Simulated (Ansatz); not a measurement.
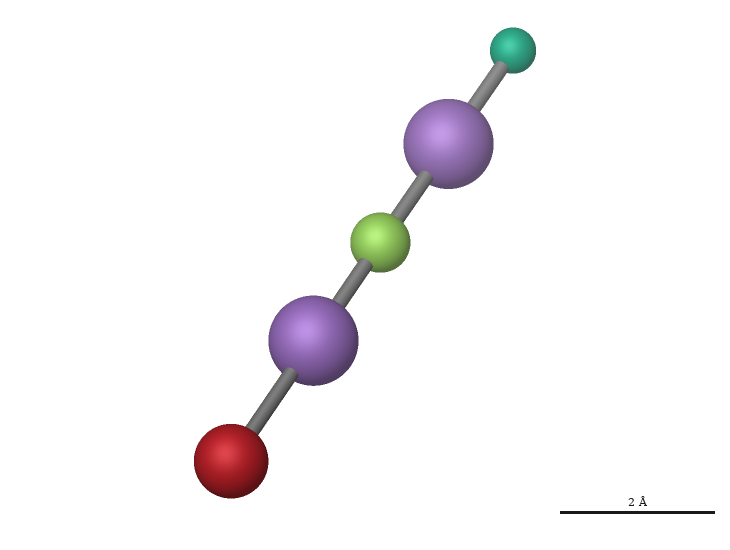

Rendered structure (ball-and-stick style). Colours: magnesium purple, oxygen green, chlorine red, hydrogen teal.

**Count the atoms of each element.**

ClHMg2O, 5 atoms: 1 chlorine, 1 hydrogen, 2 magnesium and 1 oxygen.

**How many atoms are distinct by symmetry?**

5: 1 Mg, 1 O, 1 Mg, 1 Cl, 1 H.

**How many bonds of each kind are drawn?**

2 Mg–O, 1 Cl–Mg, 1 Mg–H. Sticks follow a distance rule.

**Give the symmetry (Schoenflies symbol).**

C∞v.

More results for the same structure follow; atom numbers are the same in all pictures, views and colours differ. The computed structure is the end point of a PBE0-D4/def2-TZVP optimisation. No frequency run is at hand to confirm it as a minimum.

## Geometry

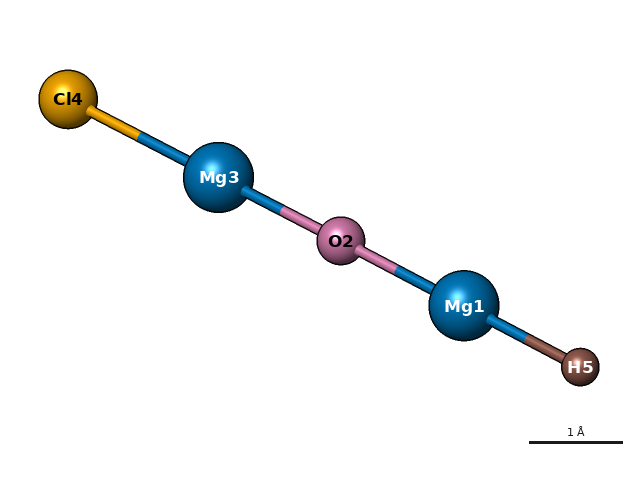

The atoms are numbered. No frequency run is at hand to confirm it as a minimum.

Give these bond angles: O2–Mg1–H5, Mg1–O2–Mg3, O2–Mg3–Cl4.

```
     angle  degrees
 O2–Mg1–H5    180.0
Mg1–O2–Mg3    179.7
O2–Mg3–Cl4    180.0
```

## Charges

The questions are on Mulliken charges. No frequency run is at hand to confirm it as a minimum. Method: RKS PBE0-D4/def2-TZVP (Ansatz 0.2.0).

List the Mulliken charges.

```
atom  value (e)
 Mg1       0.62
  O2      −0.92
 Mg3       0.91
 Cl4      −0.47
  H5      −0.15
```

## Electronic properties

No frequency run is at hand to confirm it as a minimum. Level of theory: RKS PBE0-D4/def2-TZVPP (Ansatz 0.2.0).

**Estimate the LUMO energy (Kohn–Sham orbital).**

−1.44 eV.

**What is the HOMO energy (Kohn–Sham orbital)?**

−7.73 eV.

## Dipole moment

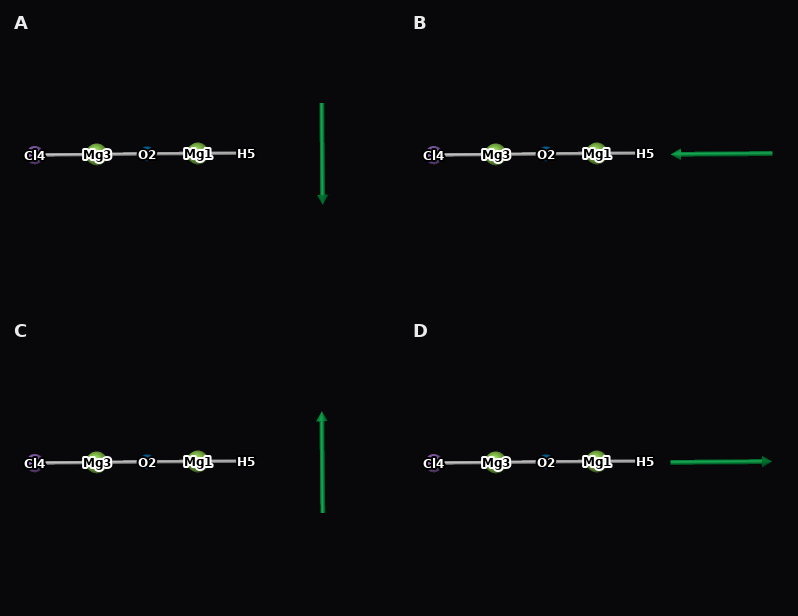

The same molecule four times, each with an arrow. No frequency run is at hand to confirm it as a minimum. Properties computed with RKS PBE0-D4/def2-TZVP (Ansatz 0.2.0).

**Which arrow points along the dipole moment, from the negative to the positive end?**

D. The dipole moment is 1.68 D; it points from the side of Cl4 to the side of H5 (the outermost atoms at the two ends).

Mulliken values depend strongly on the basis set and can even reverse the polarity of a bond.
